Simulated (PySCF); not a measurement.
SMILES C[Si](C)(C)[Be][O][SiH3] (C3H12BeOSi2) at its GFN2-xTB optimised geometry (Å):

```
19

Be    -1.3129    -1.5516    -2.5972
Si    -1.9141    -2.5519    -4.4333
C     -2.2233    -4.4365    -4.2131
C     -0.6409    -2.4742    -5.8717
C     -3.5398    -1.9262    -5.2465
H     -2.5157    -4.9185    -5.1419
H     -1.3303    -4.9389    -3.8526
H     -3.0113    -4.6207    -3.4886
H      0.3122    -2.9018    -5.5741
H     -0.4536    -1.4479    -6.1739
H     -0.9802    -3.0155    -6.7507
H     -3.4604    -0.8798    -5.5267
H     -4.3790    -2.0142    -4.5626
H     -3.7914    -2.4851    -6.1439
O     -0.9153    -0.9513    -1.3922
Si    -0.4547    -0.2647     0.0000
H     -1.0084    -1.0897     1.0744
H     -1.0087     1.0897     0.0000
H      1.0087    -0.2647     0.0000
```

Level of theory: B3LYP/def2-SVP (PySCF 2.14.0). Cells within 0.4 Å of a nucleus heavier than hydrogen are left out (blank, or x).

Map of the Laplacian of the electron density (e/bohr⁵), clipped to [-1.50, 1.50] on the plane z = 0.0 Å:

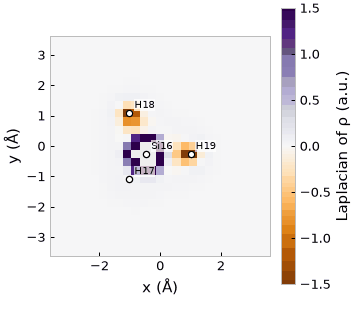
*Laplacian of the electron density (e/bohr⁵), clipped to [-1.50, 1.50] on the plane z = 0.0 Å.*
